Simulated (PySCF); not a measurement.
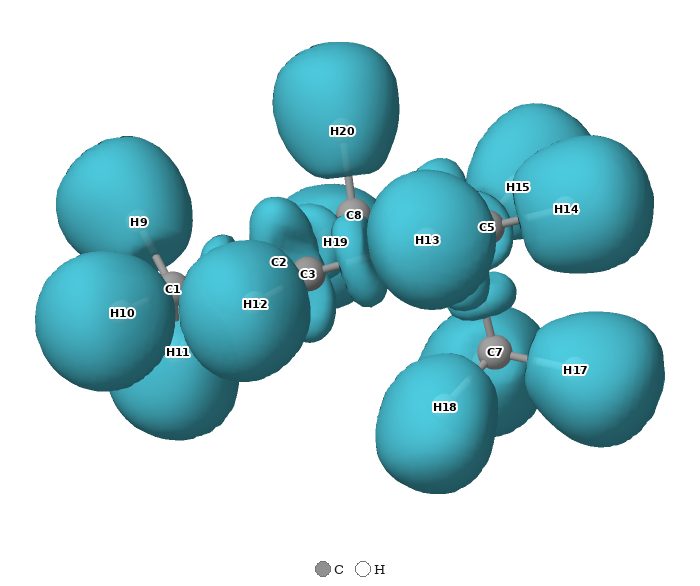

Figure. C8H12. Isosurface of the electron localisation function at 0.8 (cyan), seen from one side. Only the valence region is drawn (cores and ρ < 0.01 e/Å³ removed).

Geometry: GFN2-xTB.

These are results of PySCF, PBE0/def2-SVPD, SCF density, gas phase, not measurements.

```yaml
atoms:
  - { symbol: C, position_ang: [-2.3016, -1.0483, 0.2384] }
  - { symbol: C, position_ang: [-1.1564, -0.1202, -0.0025] }
  - { symbol: C, position_ang: [-1.0734, 1.1049, 0.5209] }
  - { symbol: C, position_ang: [0.0620, 1.9595, 0.2372] }
  - { symbol: C, position_ang: [1.1648, 1.4675, -0.3232] }
  - { symbol: C, position_ang: [1.2886, -0.0007, -0.6244] }
  - { symbol: C, position_ang: [1.9232, -0.7020, 0.5830] }
  - { symbol: C, position_ang: [-0.0853, -0.5966, -0.9470] }
  - { symbol: H, position_ang: [-2.7282, -1.3770, -0.7093] }
  - { symbol: H, position_ang: [-3.0799, -0.5688, 0.8268] }
  - { symbol: H, position_ang: [-1.9602, -1.9368, 0.7709] }
  - { symbol: H, position_ang: [-1.8508, 1.4909, 1.1647] }
  - { symbol: H, position_ang: [-0.0135, 3.0038, 0.5040] }
  - { symbol: H, position_ang: [2.0311, 2.0859, -0.5068] }
  - { symbol: H, position_ang: [1.9460, -0.1436, -1.4888] }
  - { symbol: H, position_ang: [2.0700, -1.7604, 0.3766] }
  - { symbol: H, position_ang: [2.8878, -0.2581, 0.8182] }
  - { symbol: H, position_ang: [1.2757, -0.6005, 1.4507] }
  - { symbol: H, position_ang: [-0.0256, -1.6871, -0.9303] }
  - { symbol: H, position_ang: [-0.3794, -0.3019, -1.9622] }
```

**Describe the localisation domains.**

The surface consists of eight regions between bonded C–C atoms (shared pairs) and twelve regions around hydrogen nuclei. Profiles from the grid: C–C (1.33 Å): the ELF peaks at about 0.95 between the atoms; a short, multiple covalent bond. C–H (1.08 Å): the ELF climbs to about 1 towards the hydrogen, as it does in any bond to H; a covalent bond by its length.
